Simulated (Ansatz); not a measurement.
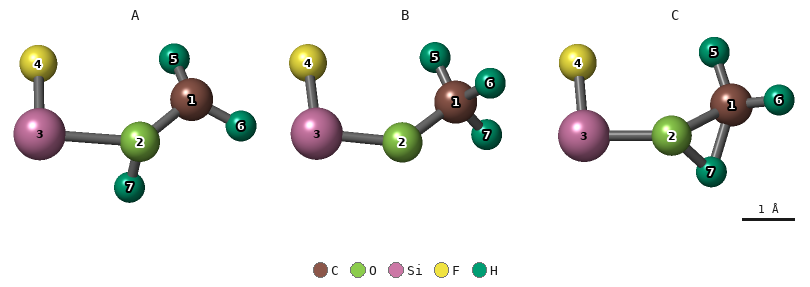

3 geometries from a converged minimum-energy path of CH3FOSi, shuffled. A ball-and-stick model, seen at a tilt.

Level of theory: UKS PBE/def2-SVP (Ansatz 0.2.0). Run with 5 movable images; climbing image; force threshold 0.03 eV/Å; iteration limit 60; starting path through a guess of the saddle point.

Q: Which frame is the transition state?

A: A. In order along the path, whose images run from 0 to 6: B (image 0, 0.00 eV), C (image 2, +3.81 eV), A (image 4, +4.06 eV). A hydrogen atom shifts from one atom to another. Breaking: C1–H7 (1.11 → 2.09 at the top → 3.43 Å). Forming: Si3–H7 (3.52 → 2.10 at the top → 1.54 Å).
